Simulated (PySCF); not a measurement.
Input file:

```
{"job": {"kind": "uv", "xc": "PBE0", "basis": "def2-SVPD", "nstates": 8, "ntriplets": 3}, "charge": 0, "multiplicity": 1}
C      0.162354    -1.860015    -0.185473
C     -0.526392    -0.538106    -0.254069
C     -1.847340    -0.432150    -0.700120
N     -2.501486     0.707723    -0.779454
N     -1.919423     1.817137    -0.432555
C     -0.675595     1.802351    -0.001505
C      0.104340     0.647125     0.119699
Si     1.883764     0.730295     0.749682
H     -0.495850    -2.659529    -0.517786
H      0.479584    -2.065504     0.836123
H      1.053389    -1.852927    -0.812027
H     -2.405879    -1.306649    -1.007870
H     -0.273143     2.770588     0.264436
H      1.989334    -0.085194     1.961961
H      2.193529     2.128659     1.038211
H      2.771215     0.205138    -0.290664
```

Command:

```sh
OMP_NUM_THREADS=1 python probes_run.py task.json out
```

Geometry: GFN2-xTB.

Computed with PySCF 2.14.0, PBE0/def2-SVPD, SCF density, gas phase.

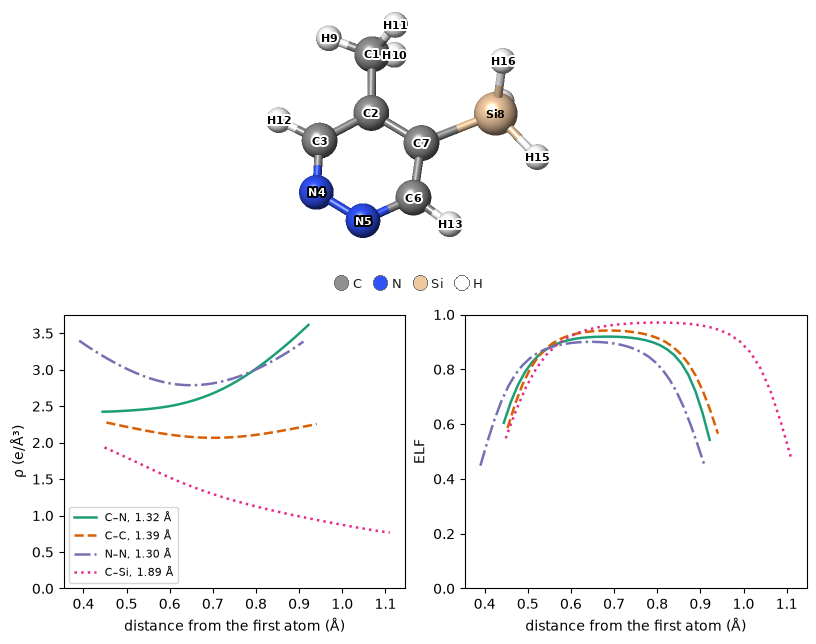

C5H8N2Si (SMILES Cc1cnncc1[SiH3]). Electron density and ELF along straight lines between neighbouring atoms. The curves leave out the atomic cores. The structure is drawn too.

Q: What can be read from the curves?

A: C–N (1.32 Å): ρ at the midpoint is about 2.6 e/Å³; the ELF peaks at about 0.90 between the atoms: a covalent bond.
C–C (1.39 Å): the density is about 2.1 e/Å³ at the midpoint; the ELF peaks at about 0.95 between the atoms (localised, covalent bonding).
N–N (1.30 Å): ρ is about 2.8 e/Å³ halfway; the ELF peaks at about 0.90 between the atoms, as expected for localised, covalent bonding.
C–Si (1.89 Å): the density is about 0.94 e/Å³ at the midpoint; the ELF peaks at about 1 between the atoms (localised, covalent bonding).
